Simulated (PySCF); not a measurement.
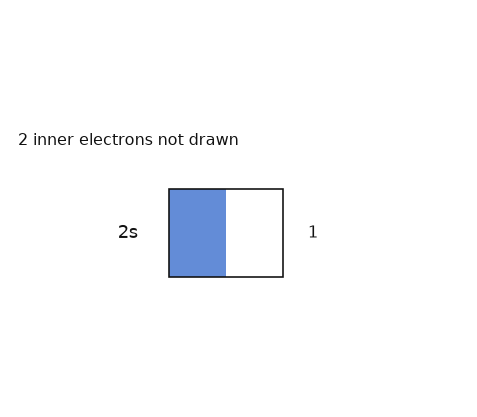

Figure 1. The outer shells of the nominal configuration: a box for each of the 2l + 1 orbitals, shaded by the share of the shell that is filled, with the electron count at the right.

B²⁺: atomic calculation

- system: B²⁺, configuration 1s2 2s1, multiplicity 2.
- method: unrestricted HF, jorge-DZP-DKH, spin-free X2C-1e, Gaussian nucleus (PySCF)

Input file:
```python
from pyscf import gto, scf, dft, mp, cc
import basis_set_exchange as bse
mol = gto.M(atom="B 0 0 0", charge=2, spin=1, symmetry="D2h",
            basis=gto.basis.parse(bse.get_basis("jorge-DZP-DKH", elements=["B"], fmt="nwchem", header=False)),
            nucmod="G")
mf = scf.UHF(mol).sfx2c1e()
mf.irrep_nelec = {'Ag': (2, 1)}
mf.kernel()
```

The script is an equivalent of what the driver set up; the driver computed the properties (radii, ⟨L²⟩, response) afterwards. It also set what the script leaves out: max_cycle = 3, guess = sap. It held the occupations shell by shell, which the script's counts by irreducible representation don't always enforce.

The run was one of a batch that the task file lists, launched with:
```bash
OMP_NUM_THREADS=1 python <driver script> TASK.json OUT
```

The program's output (extracts):
```
damping factor = 0
level_shift factor = 0
DIIS = <class 'pyscf.scf.diis.CDIIS'>
diis_start_cycle = 1
diis_space = 10
diis_damp = 0
SCF conv_tol = 1e-09
SCF conv_tol_grad = None
number electrons alpha = 2  beta = 1
irrep_nelec {'Ag': (2, 1), 'B1g': (0, 0), 'B2g': (0, 0), 'B3g': (0, 0), 'B1u': (0, 0), 'B2u': (0, 0), 'B3u': (0, 0)}
alpha HOMO (Ag) = -1.39059032502172  LUMO (B3u) = -1.16220641579981

WARN: HOMO -1.39059032502172 >= LUMO -1.39059032502172

cycle= 1 E= -23.380527223264  delta_E= -1.4  |g|= 0.0405  |ddm|= 0.977
alpha HOMO (Ag) = -1.38923957141788  LUMO (B3u) = -0.7360370560929
  HOMO = -1.38923957142  LUMO = -0.851134599509  gap/eV = 14.64258
cycle= 2 E= -23.3806287313816  delta_E= -0.000102  |g|= 0.00658  |ddm|= 0.00457
alpha HOMO (Ag) = -1.38946082903414  LUMO (B3u) = -0.736185082138267
  HOMO = -1.38946082903  LUMO = -0.851184491064  gap/eV = 14.64725
cycle= 3 E= -23.3806315962948  delta_E= -2.86e-06  |g|= 0.000199  |ddm|= 0.00099
SCF not converged.
SCF energy = -23.3806315962948 after 3 cycles  <S^2> = 0.75001171  2S+1 = 2.0000117
```

Outcome:

- outcome: not converged
- total energy: −23.380632 hartree
- ⟨S²⟩: 0.750
- SCF iterations: 3
- hardware: 1 thread of Arm Neoverse N1, 69 GiB of memory available, shared host

What went wrong:

One thing in this input was made wrong on purpose: too few SCF iterations. The run did not meet its convergence test in 3 iterations, so its last values are not results.
